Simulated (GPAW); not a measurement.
# Surface energy and work function of Cr(110) from slabs of 3 to 12 layers (PBE)

How do energy and work function of Cr(110) films settle with thickness, and what surface energy follows?

**Method.** GPAW 26.7.0, plane waves at 450 eV with PAW setups; symmetric 1×1 slabs cut at the tabulated lattice constant (two decimals; low-temperature values for the alkali metals), atoms at bulk places, 7.5 Å of vacuum on each side, one in-plane mesh for all thicknesses, Fermi-Dirac smearing of 0.1 eV. Energies are extrapolated to zero smearing and count from the program's reference atoms. Functional PBE. The cell's area is 5.865 Å².

Results, with one row withheld:

```tsv
layers	energy (eV)	work function (eV)
3	−25.6649	4.85
4	−35.0524	4.88
5	−44.4122	4.85
6	−53.7908	4.84
7	−63.1535	4.84
8	−72.5128	4.85
9	−81.8796	4.83
10	−91.2406	4.85
11	−100.6053	4.85
12	?	?
```

**Question.** What surface energy do these runs give, and what energy and work function should the 12-layer slab have?

**Working.** A slab of n layers has E(n) = nε + 2Aγ once its middle is bulk-like. A line through n = 6 to 11 has the slope ε = −9.3629 eV a layer and the intercept 2Aγ = 2.3873 eV (r.m.s. residual 1.4 meV). So γ = 2.3873 / (2 × 5.865 Å²) = 0.2035 eV/Å² = 3.26 J/m², with a standard error of under 0.01 J/m² from the scatter about the line. For 12 layers: 2.3873 + 12 × (−9.3629) = −109.967 eV; the run gives −109.968 eV, 1.1 meV under the line. The work function has no such law: from 6 to 11 layers it moves between 4.83 and 4.85 eV (mean 4.84), and the 12-layer slab gives 4.85 eV. The thinnest slab, 3 layers, lies +0.01 eV from that mean.

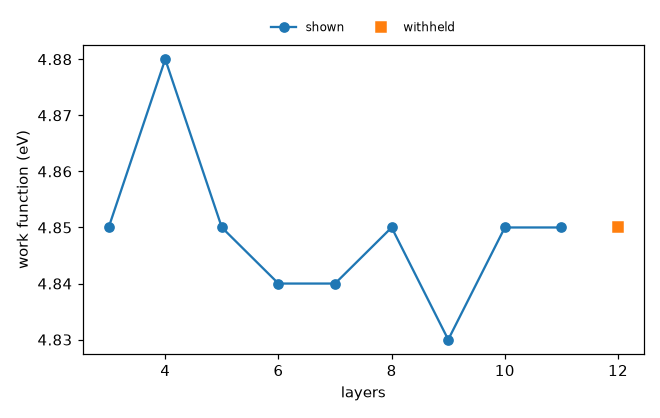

Work function against thickness.

Caveats: The surfaces are unrelaxed, so γ is an upper bound for this functional and lattice constant. The tabulated lattice constant isn't the functional's own, which strains the slab a little. The runs had no spin polarisation.

[Logs are printed without paths, hosts, clocks, repeated set-up lines and the standing remarks that a program may print on its own settings, such as how far it seeks lower states.]
